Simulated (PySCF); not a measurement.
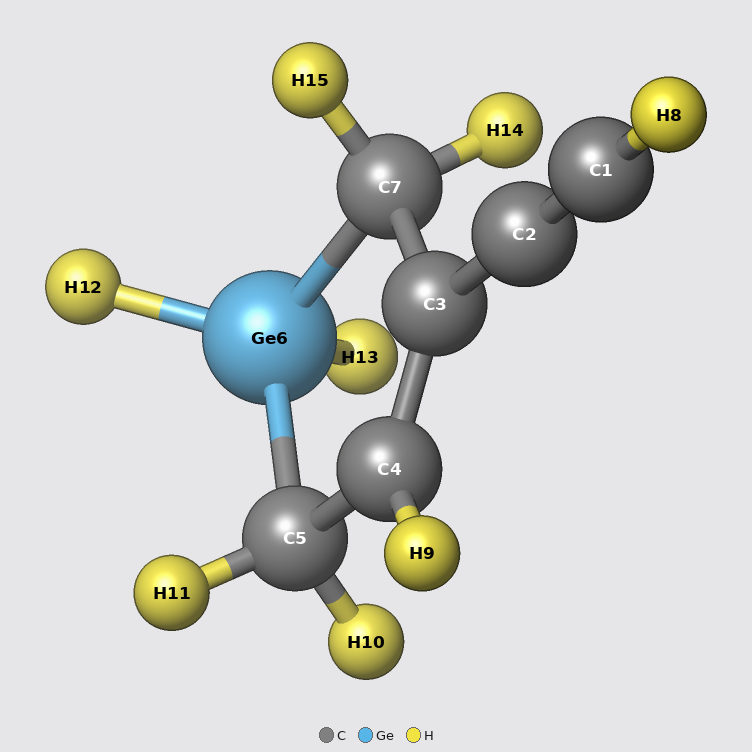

The computed structure is the end point of a PBE0-D3(BJ)/def2-SVP optimisation. No frequency run is at hand to confirm it as a minimum. Level of theory: delta-SCF UKS SCAN, pcX-2 on the ionised atom, pcseg-1 elsewhere, spin-free X2C (PySCF 2.14.0).

Give the core-electron binding energies (to vacuum) of C1 1s, C2 1s, C3 1s, C4 1s, C5 1s, C7 1s.

| atom | level | binding energy (eV) |
| --- | --- | --- |
| C1 | 1s | 289.8 |
| C2 | 1s | 290.4 |
| C3 | 1s | 290.9 |
| C4 | 1s | 290.0 |
| C5 | 1s | 290.3 |
| C7 | 1s | 290.2 |
